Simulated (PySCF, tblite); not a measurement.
# C₄₆H₄₈B₂S₂: electronic excitations, NMR shifts

What do calculations give for the electronic excitations, NMR shifts of C₄₆H₄₈B₂S₂ (`Cc1cc(C)c(B(c2cc3cc4sc(B(c5c(C)cc(C)cc5C)c5c(C)cc(C)cc5C)cc4cc3s2)c2c(C)cc(C)cc2C)c(C)c1`)?

Computed with tblite 0.8.0 and PySCF 2.14.0 and routines of our own; the level stands in each step. Atoms count from 0.

## (1) The starting structure

98 atoms, charge 0, multiplicity 1; geometry from: force field, distance geometry or constructed start.

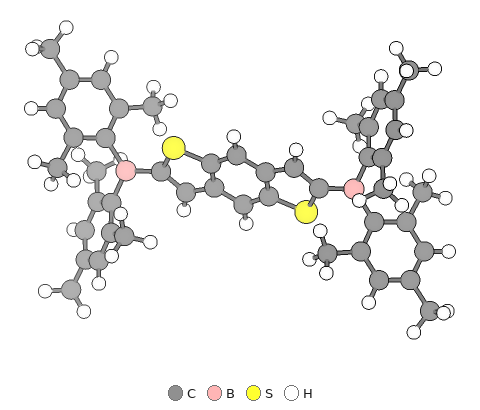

The starting geometry (carbon grey, boron pink, sulfur yellow, hydrogen white).

## (2) Geometry optimisation with GFN2-xTB

What the job is given:

```
{"job": {"kind": "relax", "xc": "GFN2-xTB", "basis": "xTB"}, "charge": 0, "multiplicity": 1}
C      7.970400    -4.315400     3.327900
C      7.204500    -3.307000     2.503800
C      7.548400    -3.100900     1.173000
C      6.856700    -2.147900     0.388500
C      7.250500    -2.012100    -1.052400
C      5.828400    -1.363500     0.984900
B      5.050200    -0.268000     0.119700
C      3.481600    -0.281400     0.099300
C      2.661600     0.821500    -0.126300
C      1.297000     0.496300    -0.105100
C      0.234100     1.388800    -0.301000
C     -1.059100     0.855700    -0.241500
S     -2.520400     1.661700    -0.421300
C     -3.476000     0.283500    -0.212300
B     -5.052300     0.274800    -0.234600
C     -5.833700     1.363300    -1.093100
C     -6.857100     2.154000    -0.505700
C     -7.252500     2.007600     0.942900
C     -7.543900     3.100100    -1.281600
C     -7.205100     3.309900    -2.620100
C     -7.967900     4.316600    -3.440300
C     -6.213400     2.530400    -3.214100
C     -5.527400     1.550700    -2.474000
C     -4.491400     0.730900    -3.216700
C     -5.844100    -0.827100     0.613700
C     -5.563700    -1.028600     1.997800
C     -4.519000    -0.224000     2.747200
C     -6.249500    -2.015400     2.713800
C     -7.239800    -2.787100     2.102600
C     -8.007500    -3.796800     2.910000
C     -7.558800    -2.562400     0.764000
C     -6.868700    -1.610100     0.003200
C     -7.247800    -1.457800    -1.451900
C     -2.656900    -0.824900     0.017900
C     -1.298700    -0.495400    -0.008400
C     -0.235700    -1.387900     0.184200
C      1.055700    -0.857700     0.125500
S      2.517900    -1.658600     0.311900
C      5.845600     0.825900    -0.724200
C      6.861900     1.614800    -0.112800
C      7.246600     1.455300     1.342800
C      7.568400     2.557600    -0.872100
C      7.245400     2.789100    -2.218900
C      8.011400     3.797500    -3.018700
C      6.245400     2.018300    -2.821100
C      5.556000     1.029700    -2.110000
C      4.522400     0.227100    -2.860000
C      5.530300    -1.544000     2.370900
C      4.488600    -0.735400     3.103700
C      6.214200    -2.528900     3.104000
H      8.310500    -5.164500     2.698100
H      8.853900    -3.821300     3.791200
H      7.321400    -4.732300     4.132500
H      8.334700    -3.689500     0.726700
H      7.808600    -1.063700    -1.203000
H      6.351300    -2.025000    -1.702300
H      7.911600    -2.851300    -1.389500
H      3.035900     1.833200    -0.295800
H      0.404300     2.442900    -0.479400
H     -6.352700     2.030300     1.590100
H     -7.908800     2.846800     1.277100
H     -7.804000     1.062600     1.091000
H     -8.336500     3.688500    -0.840900
H     -8.846500     3.824800    -3.904300
H     -7.315500     4.736000    -4.241500
H     -8.318300     5.157500    -2.805900
H     -5.973200     2.683000    -4.262300
H     -3.501900     1.242900    -3.144400
H     -4.400800    -0.298500    -2.818100
H     -4.757000     0.628100    -4.282700
H     -3.532200    -0.726300     2.667200
H     -4.782800    -0.158400     3.827900
H     -4.443900     0.812500     2.377300
H     -6.022200    -2.173100     3.761900
H     -7.368700    -4.225300     3.707300
H     -8.344100    -4.635100     2.260100
H     -8.895200    -3.308700     3.366300
H     -8.354000    -3.144100     0.315100
H     -7.897300    -2.293700    -1.798600
H     -7.804500    -0.514100    -1.593700
H     -6.342900    -1.471200    -2.088800
H     -3.037400    -1.828300     0.185300
H     -0.402400    -2.444900     0.377000
H      7.892900     2.288400     1.683500
H      6.332800     1.475700     1.978700
H      7.799200     0.514800     1.486700
H      8.355900     3.144400    -0.419900
H      8.346600     4.636700    -2.371900
H      8.893900     3.312800    -3.474700
H      7.374500     4.227200    -3.823700
H      6.025300     2.183600    -3.869100
H      4.448700    -0.815900    -2.487600
H      4.777100     0.159400    -3.937700
H      3.535700     0.720600    -2.776700
H      3.504500    -1.242400     3.038700
H      4.754900    -0.632100     4.177300
H      4.393200     0.292900     2.700900
H      5.975200    -2.679200     4.147000
```

Run with:

```bash
OMP_NUM_THREADS=8 python large_run.py task.json out
```

The driver reads the jobs from task.json and runs them one after another.

Standard output:

```text
step      E/eV     max force
  0   -3590.42882    2.888
  1   -3591.04540    1.224
  2   -3591.21870    0.474
  3   -3591.30932    0.401
  4   -3591.36135    0.318
  5   -3591.38620    0.172
  6   -3591.40609    0.147
  7   -3591.42522    0.238
  8   -3591.43755    0.212
  9   -3591.44326    0.122
 10   -3591.44701    0.092
 11   -3591.45060    0.103
 12   -3591.45345    0.105
 13   -3591.45550    0.066
 14   -3591.45739    0.065
 15   -3591.45982    0.085
 16   -3591.46295    0.125
 17   -3591.46653    0.118
 18   -3591.47019    0.083
 19   -3591.47386    0.077
 20   -3591.47739    0.090
 21   -3591.48048    0.104
 22   -3591.48287    0.071
 23   -3591.48456    0.066
 24   -3591.48577    0.057
 25   -3591.48672    0.042
 26   -3591.48756    0.035
 27   -3591.48830    0.046
 28   -3591.48895    0.049
 29   -3591.48956    0.051
 30   -3591.49024    0.043
 31   -3591.49100    0.044
 32   -3591.49173    0.041
 33   -3591.49229    0.038
 34   -3591.49274    0.033
 35   -3591.49320    0.036
 36   -3591.49374    0.048
 37   -3591.49431    0.038
 38   -3591.49482    0.028
 39   -3591.49531    0.034
 40   -3591.49584    0.043
 41   -3591.49647    0.055
 42   -3591.49716    0.044
 43   -3591.49781    0.034
 44   -3591.49838    0.023
 45   -3591.49888    0.026
 46   -3591.49940    0.034
 47   -3591.50003    0.041
 48   -3591.50076    0.045
 49   -3591.50152    0.046
 50   -3591.50228    0.043
 51   -3591.50311    0.044
 52   -3591.50414    0.046
 53   -3591.50529    0.050
 54   -3591.50620    0.036
 55   -3591.50671    0.022
 56   -3591.50699    0.019
```

It took 13 s on 8 threads of Intel Xeon Platinum 8488C, shared host; peak memory 0.2 GiB.

Step by step:

```tsv
step	energy from step 0 (eV)	largest force (eV/Å)
0	0.0000	2.8875
1	-0.6166	1.2244
2	-0.7899	0.4741
3	-0.8805	0.4008
4	-0.9325	0.3180
5	-0.9574	0.1723
6	-0.9773	0.1470
7	-0.9964	0.2385
8	-1.0087	0.2115
12	-1.0246	0.1043
16	-1.0341	0.1251
20	-1.0486	0.0900
24	-1.0569	0.0571
28	-1.0601	0.0490
32	-1.0629	0.0416
36	-1.0649	0.0483
40	-1.0670	0.0437
44	-1.0696	0.0239
48	-1.0719	0.0451
52	-1.0753	0.0461
53	-1.0765	0.0500
54	-1.0774	0.0357
55	-1.0779	0.0224
56	-1.0782	0.0190
```

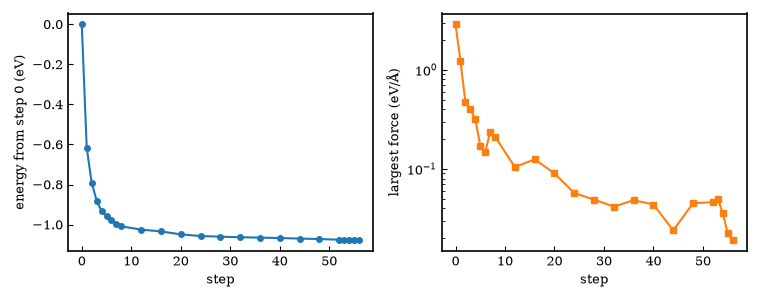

Energy and force, step by step.

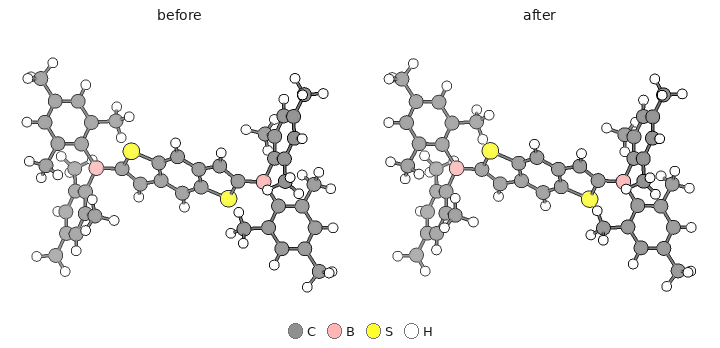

Before and after, at one scale.

Distances of close pairs at the start and the end, largest changes first:

```tsv
bond	before (Å)	after (Å)	change (Å)
S12–C13	1.690	1.761	+0.071
C7–S37	1.694	1.761	+0.067
C36–S37	1.678	1.740	+0.063
C11–S12	1.678	1.740	+0.062
C13–C33	1.397	1.364	-0.033
C4–H56	1.120	1.088	-0.033
C5–B6	1.598	1.566	-0.032
C13–B14	1.576	1.545	-0.032
```

The final coordinates are the input of the step that follows.

## (3) Electronic excitations: TDA wB97X-D/6-31G*

What the job is given:

```
{"job": {"kind": "uv", "basis": "6-31G*", "grid": 1, "kgrid": 0, "vcut": 1.5, "nstates": 6, "ntriplets": 2, "tda": true, "delta": [], "pop": true, "xc": "wB97X-D"}, "charge": 0, "multiplicity": 1}
C      7.909272    -4.288879     3.310307
C      7.146775    -3.292543     2.491632
C      7.440112    -3.101422     1.148829
C      6.783294    -2.146685     0.392380
C      7.147416    -1.990832    -1.055711
C      5.782349    -1.345597     0.969510
B      5.040305    -0.261613     0.116386
C      3.496172    -0.244786     0.082363
C      2.676611     0.829511    -0.106918
C      1.289745     0.531143    -0.085786
C      0.209001     1.396368    -0.244994
C     -1.058575     0.857348    -0.217429
S     -2.558393     1.719887    -0.406082
C     -3.496532     0.244394    -0.194266
B     -5.040759     0.262109    -0.227985
C     -5.782965     1.345912    -1.081275
C     -6.783501     2.147476    -0.504050
C     -7.147136     1.991939     0.944247
C     -7.440088     3.102506    -1.260422
C     -7.146657     3.293710    -2.603140
C     -7.908470     4.290376    -3.422151
C     -6.158392     2.507885    -3.172164
C     -5.478642     1.548872    -2.435446
C     -4.437871     0.732952    -3.150850
C     -5.803425    -0.824386     0.607914
C     -5.526712    -1.030256     1.968289
C     -4.505042    -0.211995     2.709094
C     -6.219138    -1.993658     2.687310
C     -7.194438    -2.780076     2.095876
C     -7.964395    -3.785334     2.896529
C     -7.466479    -2.580137     0.750268
C     -6.796071    -1.620722     0.010472
C     -7.146067    -1.452855    -1.439722
C     -2.676884    -0.829735    -0.004260
C     -1.290060    -0.531083    -0.024517
C     -0.209346    -1.396460     0.133892
C      1.058192    -0.857297     0.106960
S      2.557967    -1.720175     0.294298
C      5.803139     0.825580    -0.718391
C      6.795406     1.621955    -0.120357
C      7.144034     1.453309     1.330018
C      7.466679     2.580748    -0.860127
C      7.195392     2.780714    -2.205860
C      7.966101     3.785754    -3.006017
C      6.220078     1.994559    -2.797688
C      5.526893     1.031652    -2.078745
C      4.505513     0.213210    -2.819861
C      5.477922    -1.548679     2.323685
C      4.437236    -0.733224     3.040003
C      6.158148    -2.507320     3.060519
H      8.259075    -5.114261     2.694597
H      8.781962    -3.809633     3.756534
H      7.295611    -4.684187     4.116427
H      8.207505    -3.705650     0.684948
H      7.576003    -1.006507    -1.236765
H      6.268028    -2.090454    -1.688489
H      7.873911    -2.744229    -1.351800
H      3.061707     1.824372    -0.253778
H      0.365455     2.453853    -0.389274
H     -6.267306     2.092289     1.576381
H     -7.873901     2.745182     1.240237
H     -7.575256     1.007506     1.126189
H     -8.206801     3.707314    -0.796023
H     -8.777329     3.809825    -3.874414
H     -7.292104     4.690187    -4.223977
H     -8.264135     5.112679    -2.805664
H     -5.912571     2.637536    -4.217469
H     -3.509910     1.301102    -3.221034
H     -4.226588    -0.199851    -2.635709
H     -4.765791     0.506276    -4.164173
H     -3.558410    -0.750927     2.756037
H     -4.836029    -0.030506     3.730449
H     -4.322972     0.743833     2.227236
H     -5.994430    -2.128232     3.736856
H     -7.356194    -4.191574     3.701665
H     -8.312123    -4.602370     2.268373
H     -8.838375    -3.308931     3.343203
H     -8.226713    -3.180793     0.269742
H     -7.857659    -2.214003    -1.752258
H     -7.589617    -0.473444    -1.610598
H     -6.260068    -1.527457    -2.066147
H     -3.061812    -1.824689     0.142355
H     -0.365736    -2.454330     0.275438
H      7.855857     2.213681     1.643668
H      6.257514     1.528044     1.955647
H      7.586581     0.473447     1.500762
H      8.227050     3.181166    -0.379529
H      8.312524     4.602987    -2.377491
H      8.840977     3.309752    -3.451227
H      7.359150     4.191534    -3.812266
H      5.995807     2.128849    -3.847311
H      4.323865    -0.742722    -2.337944
H      4.836698     0.032035    -3.841262
H      3.558668     0.751853    -2.866616
H      3.509427    -1.301630     3.111670
H      4.766586    -0.506541     4.052962
H      4.224834     0.199507     2.525076
H      5.912598    -2.636235     4.106022
```

Method: TDA wB97X-D/6-31G*, vertical, gas phase, core orbitals frozen in the response, virtual orbitals cut by energy.

Standard output:

```text
start: PBE on a coarse grid of 79201 points
cycle   1  E = -2625.0875134221  dE =  7.142e+00  |g| = 1.470e+00  |ddm| = 1.069e+01
cycle   2  E = -2624.5518861493  dE =  5.356e-01  |g| = 1.989e+00  |ddm| = 4.701e+00
cycle   3  E = -2625.6550586286  dE = -1.103e+00  |g| = 4.393e-01  |ddm| = 3.349e+00
cycle   4  E = -2625.7062708297  dE = -5.121e-02  |g| = 1.686e-01  |ddm| = 8.080e-01
cycle   5  E = -2625.7126039232  dE = -6.333e-03  |g| = 8.189e-02  |ddm| = 2.918e-01
cycle   6  E = -2625.7144311542  dE = -1.827e-03  |g| = 3.130e-02  |ddm| = 1.442e-01
cycle   7  E = -2625.7146812239  dE = -2.501e-04  |g| = 1.156e-02  |ddm| = 4.875e-02
cycle   8  E = -2625.7147170132  dE = -3.579e-05  |g| = 3.834e-03  |ddm| = 1.613e-02
final grid: 337030 points
cycle   9  E = -2627.2647403195  dE = -3.150e-02  |g| = 6.803e-02  |ddm| = 1.426e+00
cycle  10  E = -2627.2668353061  dE = -2.095e-03  |g| = 3.839e-02  |ddm| = 2.734e-01
cycle  11  E = -2627.2673233542  dE = -4.880e-04  |g| = 1.440e-02  |ddm| = 7.053e-02
cycle  12  E = -2627.2674358269  dE = -1.125e-04  |g| = 6.751e-03  |ddm| = 3.996e-02
cycle  13  E = -2627.2674487201  dE = -1.289e-05  |g| = 1.781e-03  |ddm| = 1.218e-02
cycle  14  E = -2627.2674539278  dE = -5.208e-06  |g| = 8.596e-04  |ddm| = 4.989e-03
cycle  15  E = -2627.2674550519  dE = -1.124e-06  |g| = 3.042e-04  |ddm| = 2.408e-03
cycle  16  E = -2627.2674529942  dE =  2.058e-06  |g| = 1.240e-04  |ddm| = 7.248e-04
cycle  17  E = -2627.2674527999  dE =  1.943e-07  |g| = 5.044e-05  |ddm| = 2.526e-04
converged SCF energy = -2627.2674527999

Static polarisability (au): isotropic 594.323, principal 382.103 599.915 800.951

Singlet excitations
state   eV       nm        f      main configurations
  1   3.5591    348.4   0.74217   H->L 0.88
  2   3.9311    315.4   0.64817   H-1->L 0.79
  3   4.0340    307.3   0.00000   H-2->L 0.57, H-3->L+1 0.32
  4   4.0425    306.7   0.27607   H-3->L 0.56, H-2->L+1 0.32
  5   4.2611    291.0   0.00000   H->L+1 0.31, H-4->L 0.23, H-6->L 0.15
  6   4.4816    276.7   0.05900   H-5->L 0.31, H-7->L 0.22, H-4->L+1 0.18

Triplet excitations (Tamm-Dancoff, eV): 2.3944 3.2045
```

Wall time 4.5 min (8 threads of Intel Xeon Platinum 8488C, shared host); peak memory 4.7 GiB.

Frontier orbitals and where they lie:

```tsv
orbital	eV	atoms
HOMO−4	-8.20	C2 12 %, C18 11 %, C47 10 %
HOMO−3	-8.03	C15 9 %, C5 9 %, C24 7 %
HOMO−2	-8.02	C5 9 %, C15 9 %, C38 7 %
HOMO−1	-7.95	C11 12 %, C36 12 %, C9 8 %
HOMO	-7.25	S37 16 %, S12 16 %, C35 14 %
LUMO	-0.60	B14 16 %, B6 16 %, C33 6 %
LUMO+1	0.27	B6 20 %, B14 20 %, C8 6 %
LUMO+2	1.39	C35 8 %, C10 8 %, C13 6 %
LUMO+3	1.84	C11 25 %, C36 25 %, C10 13 %
```

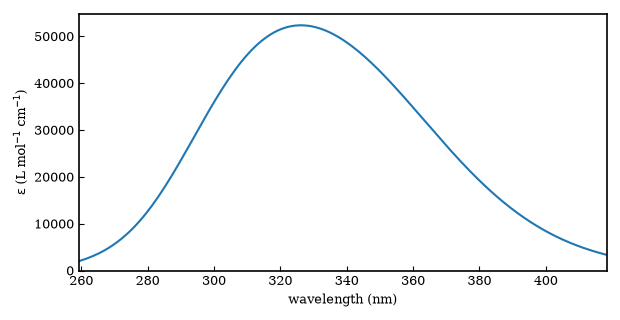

Absorption spectrum: each of the 6 states is a Gaussian band of 0.4 eV half-width at 1/e. Beyond the last state computed it falls off for lack of states.

Further results of this job:

```tsv
property	computed
dipole moment (D)	0.00
polarisability (Å³)	88.07
HOMO–LUMO gap (eV)	6.65
−ε(HOMO) (eV)	7.25
```

[end of part 1 of 2]
